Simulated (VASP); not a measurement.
Here is the system:

```yaml
crystal:
  lattice:
    - [2.86324, 0.00000, 0.00000]
    - [0.00000, 2.86324, 0.00000]
    - [0.00000, 0.00000, 3.56816]
  atoms:
    - { symbol: Cu, position: [0.00000, 0.00000, 0.00000] }
    - { symbol: Au, position: [0.50000, 0.50000, 0.50000] }
```

Level of theory: optB86b-vdW, VASP's PBE PAW potentials (set 64) (plane waves; VASP 6.6.1). Settings: 520 eV cut-off, 14×14×12 Γ-centred mesh, tetrahedra with Blöchl corrections, potentials Cu Au.

Unless said otherwise, spin-orbit coupling is left out, though it shifts the bands of the heavy elements here.

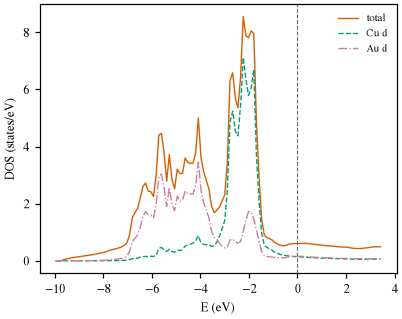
Figure. Total and projected density of states, zero at the Fermi level

Within 2 eV below the Fermi level the largest weight inside VASP's projection spheres is Cu d, then Au d.

It has no gap at this level: it comes out as a metal or semimetal.

The compound is CuAu in the L1_0 structure. It was relaxed first.
